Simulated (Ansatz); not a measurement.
Molecule (SMILES): Cl[B]Cl, doublet.
Atoms: B1, Cl2, Cl3. Bonds: B1-Cl2, B1-Cl3.

Basis-set convergence of the optimised B1-Cl2 bond length at PBE0 with Ansatz (a first-principles code). Cartesian d functions, on some or all atoms, in 6-31+G*, 6-311G**; all else is spherical. The program fits the integrals of some runs and decomposes those of others, by size. Open shells are unrestricted. No added dispersion term, no relativity. Reference: the value in def2-QZVPPD, 1.7179 Å, itself unsure by roughly 0.0002 Å (its mean distance from pcseg-3, def2-QZVPP, cc-pV(Q+d)Z). Deviations are taken from unrounded values.

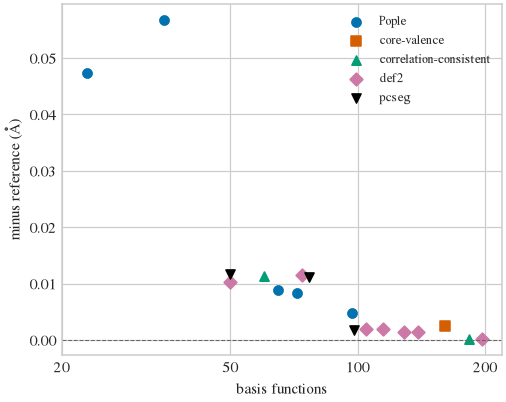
Figure. Deviation from the reference against the number of basis functions, by family of sets.

```json
[
 {"basis": "STO-3G", "functions": "23", "optimised B1-Cl2 bond length (Å)": "1.7653", "minus reference (Å)": "0.0473"},
 {"basis": "6-31G", "functions": "35", "optimised B1-Cl2 bond length (Å)": "1.7747", "minus reference (Å)": "0.0568"},
 {"basis": "def2-SVP", "functions": "50", "optimised B1-Cl2 bond length (Å)": "1.7283", "minus reference (Å)": "0.0103"},
 {"basis": "pcseg-1", "functions": "50", "optimised B1-Cl2 bond length (Å)": "1.7295", "minus reference (Å)": "0.0116"},
 {"basis": "cc-pV(D+d)Z", "functions": "60", "optimised B1-Cl2 bond length (Å)": "1.7293", "minus reference (Å)": "0.0114"},
 {"basis": "6-31+G*", "functions": "65", "optimised B1-Cl2 bond length (Å)": "1.7267", "minus reference (Å)": "0.0088"},
 {"basis": "6-311G**", "functions": "72", "optimised B1-Cl2 bond length (Å)": "1.7262", "minus reference (Å)": "0.0082"},
 {"basis": "def2-SVPD", "functions": "74", "optimised B1-Cl2 bond length (Å)": "1.7294", "minus reference (Å)": "0.0115"},
 {"basis": "aug-pcseg-1", "functions": "77", "optimised B1-Cl2 bond length (Å)": "1.7291", "minus reference (Å)": "0.0111"},
 {"basis": "6-311++G(2d,2p)", "functions": "97", "optimised B1-Cl2 bond length (Å)": "1.7228", "minus reference (Å)": "0.0048"},
 {"basis": "pcseg-2", "functions": "98", "optimised B1-Cl2 bond length (Å)": "1.7196", "minus reference (Å)": "0.0017"},
 {"basis": "def2-TZVP", "functions": "105", "optimised B1-Cl2 bond length (Å)": "1.7199", "minus reference (Å)": "0.0020"},
 {"basis": "def2-TZVPP", "functions": "115", "optimised B1-Cl2 bond length (Å)": "1.7199", "minus reference (Å)": "0.0020"},
 {"basis": "def2-TZVPD", "functions": "129", "optimised B1-Cl2 bond length (Å)": "1.7194", "minus reference (Å)": "0.0014"},
 {"basis": "def2-TZVPPD", "functions": "139", "optimised B1-Cl2 bond length (Å)": "1.7193", "minus reference (Å)": "0.0014"},
 {"basis": "cc-pCVTZ", "functions": "161", "optimised B1-Cl2 bond length (Å)": "1.7205", "minus reference (Å)": "0.0025"},
 {"basis": "cc-pV(Q+d)Z", "functions": "183", "optimised B1-Cl2 bond length (Å)": "1.7180", "minus reference (Å)": "0.0001"},
 {"basis": "def2-QZVPP", "functions": "197", "optimised B1-Cl2 bond length (Å)": "1.7182", "minus reference (Å)": "0.0002"}
]
```
